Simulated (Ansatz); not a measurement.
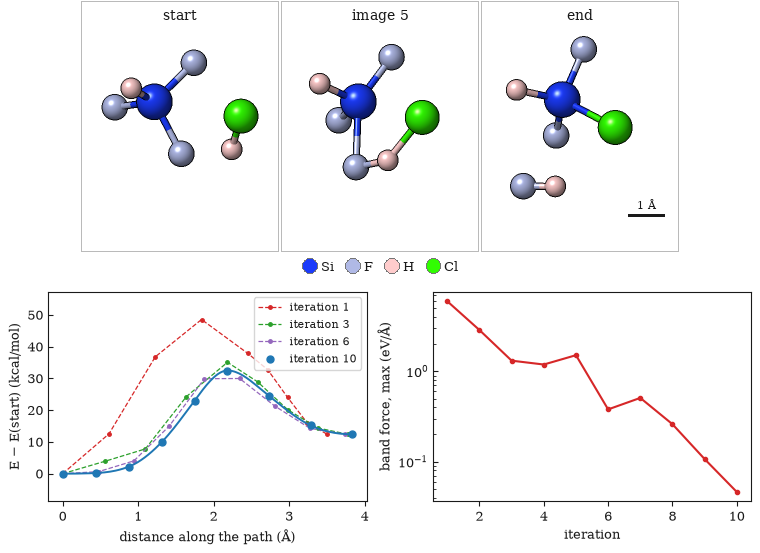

A nudged-elastic-band calculation for SiH$_{2}$ClF$_{3}$. Images are numbered from 0 (start) to 8 (end). The plot follows the band through its iterations. The picture is a ball-and-stick view, seen from a free direction.

Level of theory: UKS BLYP-D4/def2-SVP (Ansatz 0.2.0). Settings: 7 movable images; climbing image; force threshold 0.05 eV/Å; iteration limit 60; starting path through a guess of the saddle point.

Q: How did the profile develop, and is the result final?

A: The result is final at these settings. The band converged in 10 iterations. The largest component of the band force went from 6 to 0.046 eV/Å. The climbing image converged on the top of the path. Its vibrational analysis gives one imaginary mode (423i cm⁻¹), as a transition state must have. The first iteration put the highest image at 48.6 kcal/mol. Forward barrier 32.5 kcal/mol, backward barrier 20.1 kcal/mol, with image 5 at the top; the reaction energy is +12.4 kcal/mol.

Cost: 2.8 min on 2 threads of Arm Neoverse V1, with other jobs on the host, peak memory 0.15 GiB.
